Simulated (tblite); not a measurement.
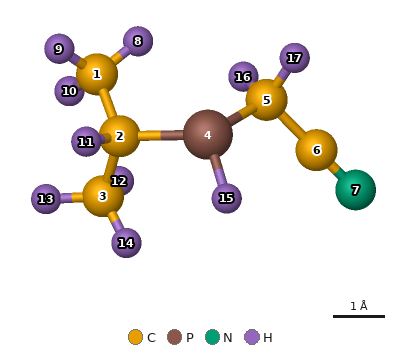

Starting structure of C₅H₁₀NP. Style: ball-and-stick. Shown at a tilt.

The calculation used GFN2-xTB geometry optimisation, gas phase (tblite).

```xyz
17

C    -1.1798    1.3516   -0.4670
C    -0.9652    0.2846    0.5596
C    -1.5427   -1.0068    0.0044
P     0.7704    0.1063    1.1129
C     2.0275    0.2228   -0.1951
C     2.7944   -1.0258   -0.3114
N     3.3946   -2.0139   -0.4091
H    -0.2580    1.7280   -0.9353
H    -1.8014    2.1446   -0.0036
H    -1.8033    0.9073   -1.2843
H    -1.6182    0.5446    1.4382
H    -1.1961   -1.0458   -1.0406
H    -2.6639   -0.8379   -0.0091
H    -1.2635   -1.8870    0.5978
H     0.9014   -1.0261    1.9827
H     1.6461    0.5268   -1.1654
H     2.7507    1.0387    0.1155
```

Predict the outcome.

After 127 geometry steps the energy has fallen by 156.6 kJ/mol. The largest move after the best rigid fit is that of N7, 1.18 Å. Largest moves by element: N 1.18 Å, H 0.88 Å, C 0.70 Å, P 0.60 Å. Near-neighbour distances that change, for instance: P4–C5 1.818 → 1.888 Å, C2–P4 1.830 → 1.876 Å, C3–H13 1.134 → 1.089 Å, C5–C6 1.470 → 1.430 Å. Among the angles between lasting bonds that change: C5–P4–H15 115.1° → 95.0°, C2–P4–H15 110.3° → 94.8°, C2–P4–C5 115.6° → 102.0°. Groups turn about C1–C2 by about 55°. Cost: 0.7 s on 1 thread of AMD EPYC 9R45 96-Core Processor, with other jobs on the host.

The structure at the end:

```xyz
17

C    -1.3478    1.4099   -0.4109
C    -0.9243    0.2783    0.5231
C    -1.0077   -1.0782   -0.1662
P     0.7396    0.6771    1.2931
C     1.9325    0.2489   -0.1067
C     2.1062   -1.1621   -0.2627
N     2.2454   -2.2946   -0.3517
H    -0.7014    1.4580   -1.2863
H    -1.3025    2.3686    0.1029
H    -2.3675    1.2514   -0.7562
H    -1.6046    0.2755    1.3867
H    -0.4077   -1.0993   -1.0737
H    -2.0406   -1.2861   -0.4419
H    -0.6613   -1.8768    0.4874
H     0.8664   -0.5597    1.9439
H     1.5698    0.7017   -1.0334
H     2.8986    0.6995    0.1427
```

After the run, drawn alike:

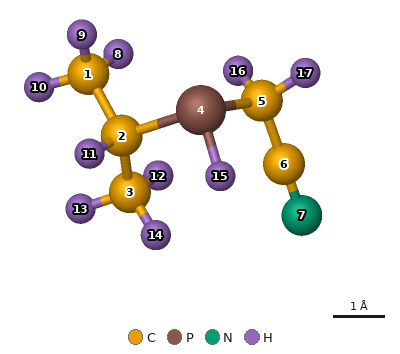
